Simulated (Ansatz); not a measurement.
Run report: GaNH3ClO, molecular dynamics (part 1 of 2)

The run: molecular dynamics of GaNH3ClO. Method and program: RKS PBE-D4/def2-SVP (Ansatz 0.2.0).

It belongs to a series of runs on one base structure; here: dynamics from the start. Figures and captions count atoms from 1; the log counts them from 0 in places.

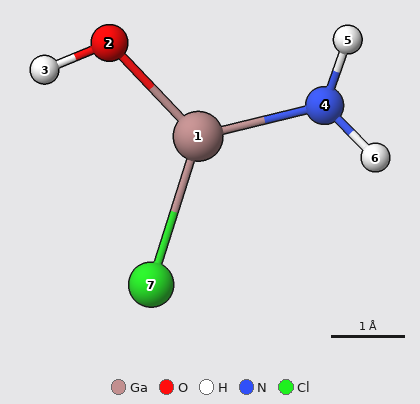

*The starting structure (ball-and-stick view, seen on its broad side; atoms are numbered from 1 in the order of the input). Sticks mark near contacts.*

Bond lengths as drawn: Cl–Ga 2.16 Å, Ga–N 1.81 Å, Ga–O 1.79 Å, H–N 1.02 Å and H–O 0.97 Å.

**Key numbers**

| quantity | value |
| --- | --- |
| outcome | finished |
| mean temperature over the second half | 103 K |
| trajectory | 166 steps, 83 fs |
| ensemble | nve_milne |
| temperature in the input | 300.0 K |
| time step | 0.5 fs |
| potential energy (last step) | −68459.0693 eV |
| mean-field energy (last step) | −68458.9261 eV |
| largest force (length of the vector) (last step) | 1.420 eV/Å |
| hardware | 2 threads of Arm Neoverse V2, 24 GiB of memory available, shared host |
| wall time | 3.3 min (CPU time 6.5 min) |
| peak memory | 0.12 GiB |

So short a trajectory is not equilibrated.

**Input**
```yaml
crystal:
  periodic: [false, false, false]
  atoms:
    - { symbol: Ga, position_ang: [0.048411, 0.018592, -0.02977] }
    - { symbol: O, position_ang: [0.005478, -0.429234, 1.706563] }
    - { symbol: H, position_ang: [-0.902883, -0.388254, 2.057514] }
    - { symbol: "N", position_ang: [1.635765, 0.143947, -0.899489] }
    - { symbol: H, position_ang: [2.44602, -0.3523, -0.521948] }
    - { symbol: H, position_ang: [1.643451, 0.148153, -1.921182] }
    - { symbol: Cl, position_ang: [-1.793441, 0.577696, -1.019588] }
basis:
  gaussian: { orbitals: def2-SVP }
hamiltonian:
  xc: pbe
  dispersion: d4
md:
  timestep: 0.5
  n_steps: 166
  ensemble: nve_milne
  temperature: 300.0
  initial_velocities: maxwell_boltzmann
  seed: 36116
```

Launch command:
```bash
ansatz run input.yaml --threads 2 --pin off --max-ram 3072MiB --backend cpu --events-out ev --progress --plain --runs-dir out
```

**The program's output**
```
Engine: ansatz 0.2.0, aarch64-unknown-linux-gnu
Functional definition: PBE
  parameter kappa = 0.804
  parameter beta = 0.06672455060314922
  exchange = pbe_x(kappa = kappa, mu = beta*pi^2/3)
  correlation = pbe_c(beta = beta)
1039 factors; their error is unknown
mean field evaluation 1: about -68444.2037 eV, gradient 9.0e1 eV
mean field evaluation 2: about -68357.7573 eV, gradient 2.0e2 eV
mean field evaluation 4: about -68457.7750 eV, gradient 2.4e1 eV
mean field evaluation 8: about -68459.0390 eV, gradient 1.8e-1 eV
mean field evaluation 16: about -68458.9934 eV, gradient 1.3e-4 eV
mean field -68458.99337413 eV, -2515.8216033270 hartree, gradient 4.0e-5 eV, S^2 0.000000; 0 other end points of the search recorded, 0 dependent functions left out
the calculation of the forces begins
reference -68458.99340995 eV, -2515.8216046432 hartree; 33, 33 occupied and 60, 60 virtual orbitals, 1039 factors
md step     0: t =     0.00 fs  T =   300.0 K  F+E_penalty+E_count = -68459.13617206 eV  E_kin = 0.193890 eV  conserved = -68458.94228206 eV  (27 SCF iters)
these checks for a lower state are left out or cut short: starts, cluster_reference, orbital_swaps, neighbouring_geometries, increment
1039 factors; their error is unknown
mean field -68458.98670938 eV, -2515.8213584020 hartree, gradient 1.5e-5 eV, S^2 0.000000; 0 other end points of the search recorded, 0 dependent functions left out
the calculation of the forces begins
reference -68458.98674524 eV, -2515.8213597196 hartree; 33, 33 occupied and 60, 60 virtual orbitals, 1039 factors
md step     1: t =     0.50 fs  T =   289.9 K  F+E_penalty+E_count = -68459.12937814 eV  E_kin = 0.187367 eV  conserved = -68458.94201070 eV  (30 SCF iters)
[... from here on the SCF iterations and repeated set-up lines of each step are left out, up to the last step ...]
md step     2: t =     1.00 fs  T =   263.7 K  F+E_penalty+E_count = -68459.11270076 eV  E_kin = 0.170400 eV  conserved = -68458.94230044 eV  (30 SCF iters)
md step     3: t =     1.50 fs  T =   233.6 K  F+E_penalty+E_count = -68459.09330303 eV  E_kin = 0.150972 eV  conserved = -68458.94233104 eV  (30 SCF iters)
md step     4: t =     2.00 fs  T =   210.9 K  F+E_penalty+E_count = -68459.07860232 eV  E_kin = 0.136290 eV  conserved = -68458.94231259 eV  (30 SCF iters)
md step     5: t =     2.50 fs  T =   203.3 K  F+E_penalty+E_count = -68459.07367520 eV  E_kin = 0.131364 eV  conserved = -68458.94231158 eV  (30 SCF iters)
md step     6: t =     3.00 fs  T =   212.6 K  F+E_penalty+E_count = -68459.07973495 eV  E_kin = 0.137429 eV  conserved = -68458.94230559 eV  (30 SCF iters)
md step     7: t =     3.50 fs  T =   234.6 K  F+E_penalty+E_count = -68459.09393110 eV  E_kin = 0.151610 eV  conserved = -68458.94232113 eV  (30 SCF iters)
md step     8: t =     4.00 fs  T =   260.2 K  F+E_penalty+E_count = -68459.11047832 eV  E_kin = 0.168155 eV  conserved = -68458.94232286 eV  (30 SCF iters)
md step     9: t =     4.50 fs  T =   278.8 K  F+E_penalty+E_count = -68459.12246694 eV  E_kin = 0.180183 eV  conserved = -68458.94228375 eV  (30 SCF iters)
md step    10: t =     5.00 fs  T =   281.4 K  F+E_penalty+E_count = -68459.12417799 eV  E_kin = 0.181853 eV  conserved = -68458.94232474 eV  (30 SCF iters)
md step    11: t =     5.50 fs  T =   264.8 K  F+E_penalty+E_count = -68459.11350150 eV  E_kin = 0.171169 eV  conserved = -68458.94233243 eV  (30 SCF iters)
md step    12: t =     6.00 fs  T =   234.1 K  F+E_penalty+E_count = -68459.09360556 eV  E_kin = 0.151298 eV  conserved = -68458.94230770 eV  (30 SCF iters)
md step    13: t =     6.50 fs  T =   201.6 K  F+E_penalty+E_count = -68459.07264941 eV  E_kin = 0.130307 eV  conserved = -68458.94234281 eV  (30 SCF iters)
md step    14: t =     7.00 fs  T =   182.5 K  F+E_penalty+E_count = -68459.06030200 eV  E_kin = 0.117952 eV  conserved = -68458.94235042 eV  (31 SCF iters)
md step    15: t =     7.50 fs  T =   185.6 K  F+E_penalty+E_count = -68459.06233507 eV  E_kin = 0.119980 eV  conserved = -68458.94235478 eV  (31 SCF iters)
md step    16: t =     8.00 fs  T =   208.1 K  F+E_penalty+E_count = -68459.07684762 eV  E_kin = 0.134519 eV  conserved = -68458.94232877 eV  (31 SCF iters)
md step    17: t =     8.50 fs  T =   236.5 K  F+E_penalty+E_count = -68459.09519083 eV  E_kin = 0.152873 eV  conserved = -68458.94231785 eV  (28 SCF iters)
md step    18: t =     9.00 fs  T =   255.2 K  F+E_penalty+E_count = -68459.10725057 eV  E_kin = 0.164909 eV  conserved = -68458.94234169 eV  (29 SCF iters)
md step    19: t =     9.50 fs  T =   254.7 K  F+E_penalty+E_count = -68459.10691052 eV  E_kin = 0.164622 eV  conserved = -68458.94228889 eV  (30 SCF iters)
md step    20: t =    10.00 fs  T =   235.4 K  F+E_penalty+E_count = -68459.09440723 eV  E_kin = 0.152111 eV  conserved = -68458.94229598 eV  (30 SCF iters)
md step    21: t =    10.50 fs  T =   205.6 K  F+E_penalty+E_count = -68459.07519835 eV  E_kin = 0.132866 eV  conserved = -68458.94233266 eV  (30 SCF iters)
md step    22: t =    11.00 fs  T =   177.1 K  F+E_penalty+E_count = -68459.05679677 eV  E_kin = 0.114489 eV  conserved = -68458.94230749 eV  (31 SCF iters)
md step    23: t =    11.50 fs  T =   159.8 K  F+E_penalty+E_count = -68459.04561935 eV  E_kin = 0.103309 eV  conserved = -68458.94231081 eV  (31 SCF iters)
md step    24: t =    12.00 fs  T =   158.6 K  F+E_penalty+E_count = -68459.04482811 eV  E_kin = 0.102519 eV  conserved = -68458.94230939 eV  (31 SCF iters)
md step    25: t =    12.50 fs  T =   172.3 K  F+E_penalty+E_count = -68459.05368199 eV  E_kin = 0.111358 eV  conserved = -68458.94232387 eV  (31 SCF iters)
md step    26: t =    13.00 fs  T =   194.9 K  F+E_penalty+E_count = -68459.06827131 eV  E_kin = 0.125956 eV  conserved = -68458.94231484 eV  (30 SCF iters)
md step    27: t =    13.50 fs  T =   217.5 K  F+E_penalty+E_count = -68459.08284472 eV  E_kin = 0.140560 eV  conserved = -68458.94228516 eV  (30 SCF iters)
md step    28: t =    14.00 fs  T =   230.9 K  F+E_penalty+E_count = -68459.09153060 eV  E_kin = 0.149200 eV  conserved = -68458.94233019 eV  (30 SCF iters)
md step    29: t =    14.50 fs  T =   228.8 K  F+E_penalty+E_count = -68459.09022556 eV  E_kin = 0.147905 eV  conserved = -68458.94232010 eV  (30 SCF iters)
md step    30: t =    15.00 fs  T =   210.6 K  F+E_penalty+E_count = -68459.07841800 eV  E_kin = 0.136121 eV  conserved = -68458.94229748 eV  (30 SCF iters)
md step    31: t =    15.50 fs  T =   182.6 K  F+E_penalty+E_count = -68459.06035085 eV  E_kin = 0.118011 eV  conserved = -68458.94233946 eV  (30 SCF iters)
md step    32: t =    16.00 fs  T =   157.4 K  F+E_penalty+E_count = -68459.04406621 eV  E_kin = 0.101722 eV  conserved = -68458.94234374 eV  (31 SCF iters)
md step    33: t =    16.50 fs  T =   147.7 K  F+E_penalty+E_count = -68459.03778392 eV  E_kin = 0.095437 eV  conserved = -68458.94234653 eV  (31 SCF iters)
md step    34: t =    17.00 fs  T =   158.9 K  F+E_penalty+E_count = -68459.04501861 eV  E_kin = 0.102686 eV  conserved = -68458.94233279 eV  (31 SCF iters)
md step    35: t =    17.50 fs  T =   185.0 K  F+E_penalty+E_count = -68459.06189843 eV  E_kin = 0.119562 eV  conserved = -68458.94233610 eV  (30 SCF iters)
md step    36: t =    18.00 fs  T =   212.0 K  F+E_penalty+E_count = -68459.07938516 eV  E_kin = 0.137039 eV  conserved = -68458.94234653 eV  (28 SCF iters)
md step    37: t =    18.50 fs  T =   226.4 K  F+E_penalty+E_count = -68459.08863728 eV  E_kin = 0.146349 eV  conserved = -68458.94228788 eV  (30 SCF iters)
md step    38: t =    19.00 fs  T =   221.8 K  F+E_penalty+E_count = -68459.08564200 eV  E_kin = 0.143337 eV  conserved = -68458.94230510 eV  (30 SCF iters)
md step    39: t =    19.50 fs  T =   201.4 K  F+E_penalty+E_count = -68459.07246867 eV  E_kin = 0.130138 eV  conserved = -68458.94233074 eV  (30 SCF iters)
md step    40: t =    20.00 fs  T =   174.7 K  F+E_penalty+E_count = -68459.05522941 eV  E_kin = 0.112929 eV  conserved = -68458.94230081 eV  (30 SCF iters)
md step    41: t =    20.50 fs  T =   152.4 K  F+E_penalty+E_count = -68459.04082082 eV  E_kin = 0.098509 eV  conserved = -68458.94231213 eV  (30 SCF iters)
md step    42: t =    21.00 fs  T =   142.0 K  F+E_penalty+E_count = -68459.03407529 eV  E_kin = 0.091761 eV  conserved = -68458.94231405 eV  (31 SCF iters)
md step    43: t =    21.50 fs  T =   145.6 K  F+E_penalty+E_count = -68459.03642539 eV  E_kin = 0.094101 eV  conserved = -68458.94232439 eV  (31 SCF iters)
md step    44: t =    22.00 fs  T =   160.6 K  F+E_penalty+E_count = -68459.04609933 eV  E_kin = 0.103791 eV  conserved = -68458.94230838 eV  (31 SCF iters)
md step    45: t =    22.50 fs  T =   180.7 K  F+E_penalty+E_count = -68459.05904537 eV  E_kin = 0.116755 eV  conserved = -68458.94229045 eV  (30 SCF iters)
md step    46: t =    23.00 fs  T =   197.9 K  F+E_penalty+E_count = -68459.07024078 eV  E_kin = 0.127907 eV  conserved = -68458.94233409 eV  (30 SCF iters)
md step    47: t =    23.50 fs  T =   205.4 K  F+E_penalty+E_count = -68459.07503854 eV  E_kin = 0.132729 eV  conserved = -68458.94230911 eV  (30 SCF iters)
md step    48: t =    24.00 fs  T =   198.5 K  F+E_penalty+E_count = -68459.07059447 eV  E_kin = 0.128301 eV  conserved = -68458.94229387 eV  (30 SCF iters)
md step    49: t =    24.50 fs  T =   178.0 K  F+E_penalty+E_count = -68459.05738430 eV  E_kin = 0.115048 eV  conserved = -68458.94233667 eV  (30 SCF iters)
md step    50: t =    25.00 fs  T =   151.0 K  F+E_penalty+E_count = -68459.03992518 eV  E_kin = 0.097594 eV  conserved = -68458.94233135 eV  (30 SCF iters)
md step    51: t =    25.50 fs  T =   128.9 K  F+E_penalty+E_count = -68459.02564027 eV  E_kin = 0.083305 eV  conserved = -68458.94233531 eV  (31 SCF iters)
md step    52: t =    26.00 fs  T =   122.1 K  F+E_penalty+E_count = -68459.02126965 eV  E_kin = 0.078935 eV  conserved = -68458.94233446 eV  (31 SCF iters)
md step    53: t =    26.50 fs  T =   133.4 K  F+E_penalty+E_count = -68459.02855825 eV  E_kin = 0.086211 eV  conserved = -68458.94234691 eV  (31 SCF iters)
md step    54: t =    27.00 fs  T =   155.4 K  F+E_penalty+E_count = -68459.04276314 eV  E_kin = 0.100414 eV  conserved = -68458.94234937 eV  (30 SCF iters)
md step    55: t =    27.50 fs  T =   175.0 K  F+E_penalty+E_count = -68459.05537449 eV  E_kin = 0.113080 eV  conserved = -68458.94229433 eV  (28 SCF iters)
md step    56: t =    28.00 fs  T =   180.8 K  F+E_penalty+E_count = -68459.05919041 eV  E_kin = 0.116872 eV  conserved = -68458.94231845 eV  (30 SCF iters)
md step    57: t =    28.50 fs  T =   169.8 K  F+E_penalty+E_count = -68459.05205051 eV  E_kin = 0.109722 eV  conserved = -68458.94232854 eV  (30 SCF iters)
md step    58: t =    29.00 fs  T =   146.7 K  F+E_penalty+E_count = -68459.03708576 eV  E_kin = 0.094792 eV  conserved = -68458.94229389 eV  (30 SCF iters)
md step    59: t =    29.50 fs  T =   120.7 K  F+E_penalty+E_count = -68459.02034677 eV  E_kin = 0.078031 eV  conserved = -68458.94231535 eV  (30 SCF iters)
md step    60: t =    30.00 fs  T =   101.0 K  F+E_penalty+E_count = -68459.00761785 eV  E_kin = 0.065298 eV  conserved = -68458.94231996 eV  (31 SCF iters)
md step    61: t =    30.50 fs  T =    92.7 K  F+E_penalty+E_count = -68459.00225614 eV  E_kin = 0.059934 eV  conserved = -68458.94232224 eV  (30 SCF iters)
md step    62: t =    31.00 fs  T =    96.4 K  F+E_penalty+E_count = -68459.00461521 eV  E_kin = 0.062310 eV  conserved = -68458.94230475 eV  (31 SCF iters)
md step    63: t =    31.50 fs  T =   108.6 K  F+E_penalty+E_count = -68459.01251707 eV  E_kin = 0.070218 eV  conserved = -68458.94229940 eV  (31 SCF iters)
md step    64: t =    32.00 fs  T =   123.8 K  F+E_penalty+E_count = -68459.02231632 eV  E_kin = 0.079982 eV  conserved = -68458.94233432 eV  (30 SCF iters)
md step    65: t =    32.50 fs  T =   135.6 K  F+E_penalty+E_count = -68459.02991129 eV  E_kin = 0.087611 eV  conserved = -68458.94229987 eV  (30 SCF iters)
md step    66: t =    33.00 fs  T =   138.3 K  F+E_penalty+E_count = -68459.03169218 eV  E_kin = 0.089395 eV  conserved = -68458.94229715 eV  (30 SCF iters)
md step    67: t =    33.50 fs  T =   129.0 K  F+E_penalty+E_count = -68459.02572509 eV  E_kin = 0.083391 eV  conserved = -68458.94233424 eV  (30 SCF iters)
md step    68: t =    34.00 fs  T =   109.3 K  F+E_penalty+E_count = -68459.01295869 eV  E_kin = 0.070641 eV  conserved = -68458.94231745 eV  (30 SCF iters)
md step    69: t =    34.50 fs  T =    85.9 K  F+E_penalty+E_count = -68458.99781487 eV  E_kin = 0.055490 eV  conserved = -68458.94232486 eV  (30 SCF iters)
md step    70: t =    35.00 fs  T =    68.9 K  F+E_penalty+E_count = -68458.98686213 eV  E_kin = 0.044529 eV  conserved = -68458.94233294 eV  (31 SCF iters)
md step    71: t =    35.50 fs  T =    66.6 K  F+E_penalty+E_count = -68458.98538507 eV  E_kin = 0.043037 eV  conserved = -68458.94234841 eV  (31 SCF iters)
md step    72: t =    36.00 fs  T =    79.8 K  F+E_penalty+E_count = -68458.99391505 eV  E_kin = 0.051568 eV  conserved = -68458.94234717 eV  (31 SCF iters)
md step    73: t =    36.50 fs  T =   100.7 K  F+E_penalty+E_count = -68459.00738584 eV  E_kin = 0.065082 eV  conserved = -68458.94230429 eV  (30 SCF iters)
md step    74: t =    37.00 fs  T =   117.3 K  F+E_penalty+E_count = -68459.01811333 eV  E_kin = 0.075779 eV  conserved = -68458.94233441 eV  (28 SCF iters)
md step    75: t =    37.50 fs  T =   120.8 K  F+E_penalty+E_count = -68459.02038110 eV  E_kin = 0.078054 eV  conserved = -68458.94232720 eV  (30 SCF iters)
md step    76: t =    38.00 fs  T =   109.8 K  F+E_penalty+E_count = -68459.01323824 eV  E_kin = 0.070949 eV  conserved = -68458.94228904 eV  (30 SCF iters)
md step    77: t =    38.50 fs  T =    89.6 K  F+E_penalty+E_count = -68459.00023998 eV  E_kin = 0.057920 eV  conserved = -68458.94232035 eV  (30 SCF iters)
md step    78: t =    39.00 fs  T =    69.0 K  F+E_penalty+E_count = -68458.98691452 eV  E_kin = 0.044591 eV  conserved = -68458.94232378 eV  (30 SCF iters)
md step    79: t =    39.50 fs  T =    55.3 K  F+E_penalty+E_count = -68458.97803005 eV  E_kin = 0.035712 eV  conserved = -68458.94231765 eV  (30 SCF iters)
md step    80: t =    40.00 fs  T =    52.1 K  F+E_penalty+E_count = -68458.97597673 eV  E_kin = 0.033671 eV  conserved = -68458.94230581 eV  (31 SCF iters)
md step    81: t =    40.50 fs  T =    59.0 K  F+E_penalty+E_count = -68458.98045806 eV  E_kin = 0.038148 eV  conserved = -68458.94231032 eV  (30 SCF iters)
md step    82: t =    41.00 fs  T =    72.6 K  F+E_penalty+E_count = -68458.98923345 eV  E_kin = 0.046902 eV  conserved = -68458.94233135 eV  (30 SCF iters)
md step    83: t =    41.50 fs  T =    87.8 K  F+E_penalty+E_count = -68458.99901964 eV  E_kin = 0.056725 eV  conserved = -68458.94229421 eV  (30 SCF iters)
md step    84: t =    42.00 fs  T =    98.9 K  F+E_penalty+E_count = -68459.00625168 eV  E_kin = 0.063947 eV  conserved = -68458.94230439 eV  (30 SCF iters)
md step    85: t =    42.50 fs  T =   101.5 K  F+E_penalty+E_count = -68459.00791575 eV  E_kin = 0.065584 eV  conserved = -68458.94233209 eV  (30 SCF iters)
md step    86: t =    43.00 fs  T =    93.3 K  F+E_penalty+E_count = -68459.00259348 eV  E_kin = 0.060287 eV  conserved = -68458.94230683 eV  (30 SCF iters)
md step    87: t =    43.50 fs  T =    76.3 K  F+E_penalty+E_count = -68458.99165122 eV  E_kin = 0.049333 eV  conserved = -68458.94231801 eV  (30 SCF iters)
md step    88: t =    44.00 fs  T =    57.6 K  F+E_penalty+E_count = -68458.97954085 eV  E_kin = 0.037210 eV  conserved = -68458.94233081 eV  (30 SCF iters)
md step    89: t =    44.50 fs  T =    46.2 K  F+E_penalty+E_count = -68458.97221791 eV  E_kin = 0.029874 eV  conserved = -68458.94234366 eV  (31 SCF iters)
md step    90: t =    45.00 fs  T =    48.9 K  F+E_penalty+E_count = -68458.97391314 eV  E_kin = 0.031573 eV  conserved = -68458.94234011 eV  (31 SCF iters)
md step    91: t =    45.50 fs  T =    64.6 K  F+E_penalty+E_count = -68458.98409058 eV  E_kin = 0.041775 eV  conserved = -68458.94231544 eV  (31 SCF iters)
md step    92: t =    46.00 fs  T =    85.1 K  F+E_penalty+E_count = -68458.99735428 eV  E_kin = 0.055007 eV  conserved = -68458.94234777 eV  (30 SCF iters)
md step    93: t =    46.50 fs  T =    99.6 K  F+E_penalty+E_count = -68459.00666965 eV  E_kin = 0.064345 eV  conserved = -68458.94232496 eV  (28 SCF iters)
md step    94: t =    47.00 fs  T =   100.8 K  F+E_penalty+E_count = -68459.00743186 eV  E_kin = 0.065140 eV  conserved = -68458.94229193 eV  (30 SCF iters)
md step    95: t =    47.50 fs  T =    88.8 K  F+E_penalty+E_count = -68458.99969790 eV  E_kin = 0.057371 eV  conserved = -68458.94232674 eV  (30 SCF iters)
md step    96: t =    48.00 fs  T =    69.8 K  F+E_penalty+E_count = -68458.98745797 eV  E_kin = 0.045136 eV  conserved = -68458.94232219 eV  (31 SCF iters)
md step    97: t =    48.50 fs  T =    52.3 K  F+E_penalty+E_count = -68458.97613716 eV  E_kin = 0.033822 eV  conserved = -68458.94231544 eV  (30 SCF iters)
md step    98: t =    49.00 fs  T =    42.8 K  F+E_penalty+E_count = -68458.96999822 eV  E_kin = 0.027687 eV  conserved = -68458.94231097 eV  (31 SCF iters)
md step    99: t =    49.50 fs  T =    43.8 K  F+E_penalty+E_count = -68458.97064988 eV  E_kin = 0.028331 eV  conserved = -68458.94231864 eV  (31 SCF iters)
md step   100: t =    50.00 fs  T =    53.9 K  F+E_penalty+E_count = -68458.97713505 eV  E_kin = 0.034805 eV  conserved = -68458.94232972 eV  (31 SCF iters)
md step   101: t =    50.50 fs  T =    68.8 K  F+E_penalty+E_count = -68458.98678680 eV  E_kin = 0.044495 eV  conserved = -68458.94229164 eV  (31 SCF iters)
md step   102: t =    51.00 fs  T =    83.4 K  F+E_penalty+E_count = -68458.99618050 eV  E_kin = 0.053870 eV  conserved = -68458.94231027 eV  (30 SCF iters)
md step   103: t =    51.50 fs  T =    92.3 K  F+E_penalty+E_count = -68459.00196481 eV  E_kin = 0.059634 eV  conserved = -68458.94233117 eV  (30 SCF iters)
md step   104: t =    52.00 fs  T =    91.9 K  F+E_penalty+E_count = -68459.00166271 eV  E_kin = 0.059365 eV  conserved = -68458.94229806 eV  (30 SCF iters)
md step   105: t =    52.50 fs  T =    81.1 K  F+E_penalty+E_count = -68458.99474915 eV  E_kin = 0.052436 eV  conserved = -68458.94231359 eV  (30 SCF iters)
md step   106: t =    53.00 fs  T =    63.8 K  F+E_penalty+E_count = -68458.98354021 eV  E_kin = 0.041210 eV  conserved = -68458.94233020 eV  (30 SCF iters)
md step   107: t =    53.50 fs  T =    47.5 K  F+E_penalty+E_count = -68458.97301079 eV  E_kin = 0.030678 eV  conserved = -68458.94233303 eV  (31 SCF iters)
md step   108: t =    54.00 fs  T =    41.0 K  F+E_penalty+E_count = -68458.96880959 eV  E_kin = 0.026480 eV  conserved = -68458.94232993 eV  (31 SCF iters)
md step   109: t =    54.50 fs  T =    48.9 K  F+E_penalty+E_count = -68458.97390638 eV  E_kin = 0.031581 eV  conserved = -68458.94232516 eV  (31 SCF iters)
md step   110: t =    55.00 fs  T =    68.0 K  F+E_penalty+E_count = -68458.98631047 eV  E_kin = 0.043959 eV  conserved = -68458.94235178 eV  (31 SCF iters)
md step   111: t =    55.50 fs  T =    89.0 K  F+E_penalty+E_count = -68458.99986724 eV  E_kin = 0.057547 eV  conserved = -68458.94232011 eV  (30 SCF iters)
md step   112: t =    56.00 fs  T =   101.3 K  F+E_penalty+E_count = -68459.00776280 eV  E_kin = 0.065463 eV  conserved = -68458.94229984 eV  (28 SCF iters)
md step   113: t =    56.50 fs  T =    99.1 K  F+E_penalty+E_count = -68459.00639613 eV  E_kin = 0.064064 eV  conserved = -68458.94233164 eV  (30 SCF iters)
md step   114: t =    57.00 fs  T =    84.6 K  F+E_penalty+E_count = -68458.99701559 eV  E_kin = 0.054700 eV  conserved = -68458.94231519 eV  (30 SCF iters)
md step   115: t =    57.50 fs  T =    65.4 K  F+E_penalty+E_count = -68458.98456805 eV  E_kin = 0.042255 eV  conserved = -68458.94231284 eV  (30 SCF iters)
md step   116: t =    58.00 fs  T =    50.3 K  F+E_penalty+E_count = -68458.97481176 eV  E_kin = 0.032494 eV  conserved = -68458.94231819 eV  (31 SCF iters)
md step   117: t =    58.50 fs  T =    45.2 K  F+E_penalty+E_count = -68458.97152850 eV  E_kin = 0.029205 eV  conserved = -68458.94232353 eV  (31 SCF iters)
```
